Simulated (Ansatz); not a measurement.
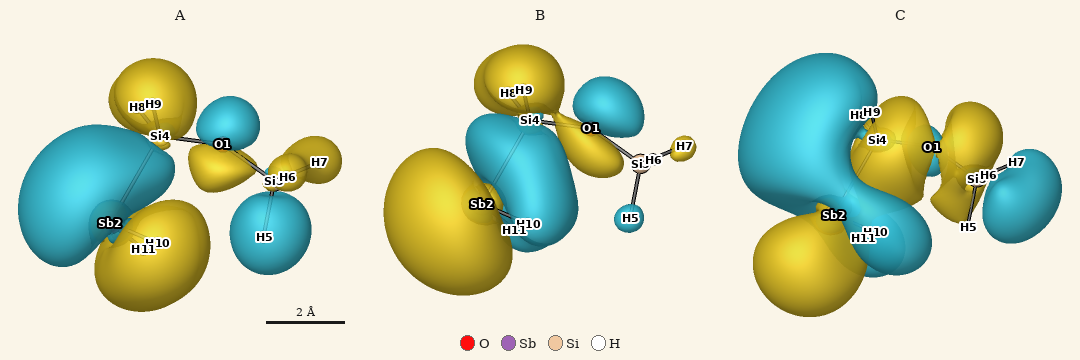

Figure. H7OSbSi2 (SMILES [SiH3]O[SiH2][SbH2]). Three frontier orbitals at ±0.04 Å⁻³ᐟ² (yellow and cyan are the two phases), in no order.

Geometry: PBE0-D3(BJ)/def2-SVP; core potentials replace the inner electrons of Sb.

Computed with isolated molecule in a Gaussian basis; Kohn-Sham density functional theory, functional PBE0 in Ansatz.

Input file:

```
crystal:
  periodic: [false, false, false]
  atoms:
    - {symbol: O, position_ang: [-2.170491, -0.817341, 0.390820]}
    - {symbol: Sb, position_ang: [-0.573183, -3.310256, 2.399891]}
    - {symbol: Si, position_ang: [-0.987720, 0.255396, -0.062365]}
    - {symbol: Si, position_ang: [-2.589444, -1.947936, 1.531185]}
    - {symbol: H, position_ang: [0.315244, -0.451926, -0.242766]}
    - {symbol: H, position_ang: [-0.822265, 1.316865, 0.976202]}
    - {symbol: H, position_ang: [-1.401459, 0.878915, -1.349912]}
    - {symbol: H, position_ang: [-3.579393, -2.879898, 0.917175]}
    - {symbol: H, position_ang: [-3.227421, -1.271209, 2.702903]}
    - {symbol: H, position_ang: [0.301473, -1.850311, 2.631418]}
    - {symbol: H, position_ang: [0.020379, -3.456921, 0.796622]}
basis:
  gaussian:
    orbitals: def2-TZVPD
hamiltonian:
  xc: {name: PBE0}
output:
  forces: true
  orbitals: {seedname: orbitals}
```

Launched as:

```sh
ansatz run input.yaml --threads 2 --pin off --max-ram 4350MiB --events-out events.jsonl --progress --plain --runs-dir runs
```

Which picture is the HOMO−1, the HOMO and the LUMO?

Answer. A is the HOMO−1 (−8.35 eV). Its weight (Hirshfeld) is mainly on Sb2 (about 50 %), H11 (about 10 %), Si4 (about 10 %) and H10 (about 10 %). B is the HOMO (−7.16 eV). It lies mainly on Sb2 (about 60 %), Si4 (about 20 %) and O1 (about 10 %). C is the LUMO (−0.64 eV). It lies mainly on Sb2 (about 40 %), Si4 (about 25 %) and Si3 (about 10 %).

What is the HOMO–LUMO gap?

Answer. 6.52 eV between the orbital energies.
